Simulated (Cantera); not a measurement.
Input: 1 mol SiHCl₃, a varied amount of CH₄, 1.5 mol H₂, held at 1675 K and 9.00 mbar.

Equilibrium computed with Cantera from the NASA thermochemical tables; the gas is ideal and each condensed phase is pure. Candidate condensed phases: C, C₆H₆, C₇H₈, C₈H₁₈, Si, SiC; 109 gas species. The tables' values for SiCl₃, SiCl are old estimates; treat these amounts as uncertain. Rates play no part.

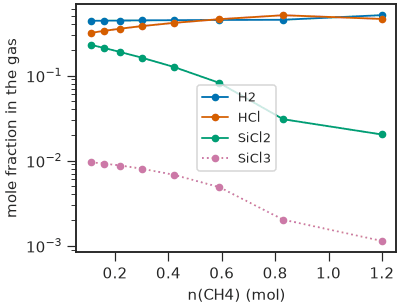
Figure. Equilibrium gas composition (values under 1e-9 drawn at 1e-9)

Q: Read off the mole fractions at 1.2 mol CH₄.

A: H₂ about 0.51, HCl about 0.46, SiCl₂ about 0.020, SiCl₃ about 0.0011.
